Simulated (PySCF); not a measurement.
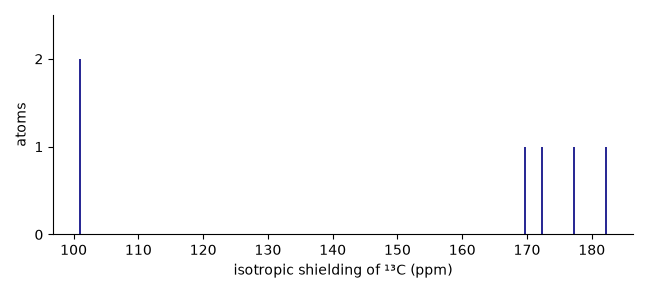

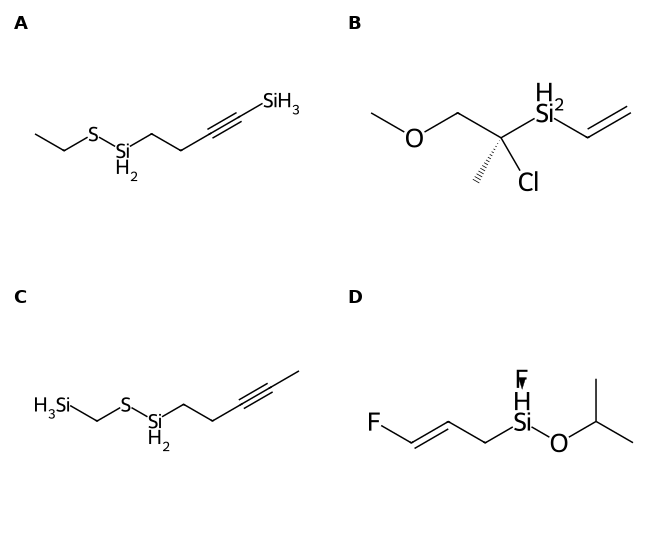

The sticks are computed shieldings of one of the molecules, for one fixed geometry (GFN2-xTB) without averaging over rotations. Low shielding means a high chemical shift. Method: GIAO PBE0/pcSseg-1 NMR shielding, non-relativistic, gas phase (PySCF 2.14.0).

Which molecule gives this pattern?

Answer. C, `CC#CCC[SiH2]SC[SiH3]`. Its 6 C atoms give lines at 100.9 (2 atoms), 169.7, 172.4, 177.3, 182.2 ppm.

The geometry is semi-empirical. Around Si such bond lengths and angles can be off by a tenth of an ångström or more and by several degrees, and values that hang on the shape move with them.
